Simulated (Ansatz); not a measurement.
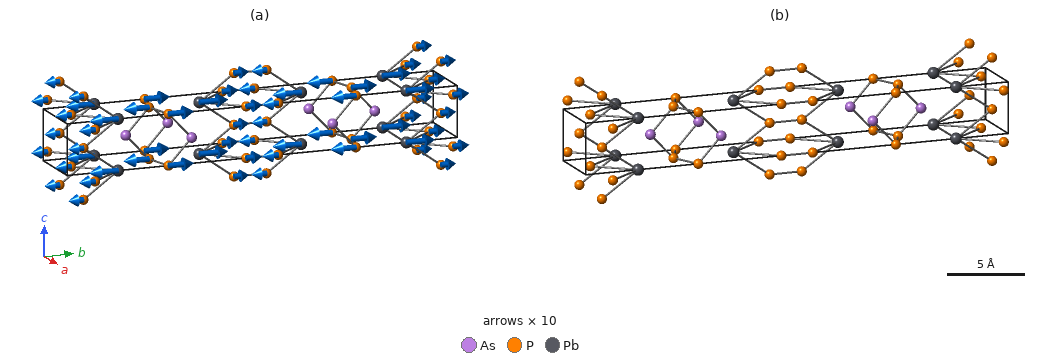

The structure of solid AsP$_{3}$Pb (built on the YSi3Ni-65 type type) before (left) and after (right) a relaxation, at one scale. The blue arrows give the displacements (the part carried along by the change of the cell is left out), magnified 10 times.

Style: ball-and-stick. Shown: the conventional cell (2 times the calculation's cell), slightly off an axis. Lengths and directions refer to the drawn axes.

Method: Ansatz, DFT, r2SCAN+rVV10, plane waves, PAW.

The input:
```yaml
crystal:
  lattice:
    - [2.1149779229, -13.704095881, 0.0]
    - [2.1149779229, 13.704095881, 0.0]
    - [0.0, 0.0, 3.4841870854]
  atoms:
    - { symbol: As, position: [0.6808009119, 0.3191990881, 0.5] }
    - { symbol: As, position: [0.3191990881, 0.6808009119, 0.5] }
    - { symbol: P, position: [0.5409854927, 0.4590145073, 0.0] }
    - { symbol: P, position: [0.4590145073, 0.5409854927, 0.0] }
    - { symbol: P, position: [0.7400257873, 0.2599742127, 0.0] }
    - { symbol: P, position: [0.2599742127, 0.7400257873, 0.0] }
    - { symbol: P, position: [0.041652845, 0.958347155, 0.5] }
    - { symbol: P, position: [0.958347155, 0.041652845, 0.5] }
    - { symbol: Pb, position: [0.8697428532, 0.1302571468, 0.0] }
    - { symbol: Pb, position: [0.1302571468, 0.8697428532, 0.0] }
kpoints:
  mp_grid: { grid: [6, 6, 6] }
hamiltonian:
  xc: r2scan
  dispersion: rvv10
scf:
  occupations: { method: fermi_dirac, width: 0.03 }
relax:
  f_tol: 0.01
  cell: {}
  max_steps: 120
```

Run as
```bash
ansatz run input.yaml --threads 4 --pin off --max-ram 4608MiB --backend cpu --events-out ev --progress --plain --runs-dir out
```

Summarise the run.

Answer. The energy falls by 40.7 meV per atom in 9 accepted moves (11 points after the start). The largest force component goes from 0.72 to 0.0071 eV/Å. Pressure: 0.96 GPa at the start and −0.01 GPa at the end. The line search rejected the trial step at point 3 of the run. At 1 point the geometry stayed and the basis and grid were re-selected for the new cell (energy shift of 0.1 meV per atom at most each time). The largest moves relative to the cell, 0.20 Å, are those of Pb9 and Pb10. Pb10 goes along +b. Largest moves by element: Pb 0.20 Å, P 0.18 Å, As 0.04 Å. The volume changes by +2.5 %, with a 4.230 → 4.014 Å (−5.1 %), b 27.408 → 29.669 Å (+8.2 %), c 3.484 → 3.478 Å (−0.2 %). Some distances before and after: P7–Pb10 2.989 → 3.072 Å, P3–P4 2.247 → 2.204 Å, P5–P6 2.185 → 2.220 Å, P7–P8 2.283 → 2.259 Å. Among the angles between lasting bonds that change: P5–P6–P5 151.0° → 129.3°, As2–P6–P5 99.8° → 106.9°, Pb10–P7–Pb10 71.3° → 68.9°. The space group stays Cmmm (No. 65).
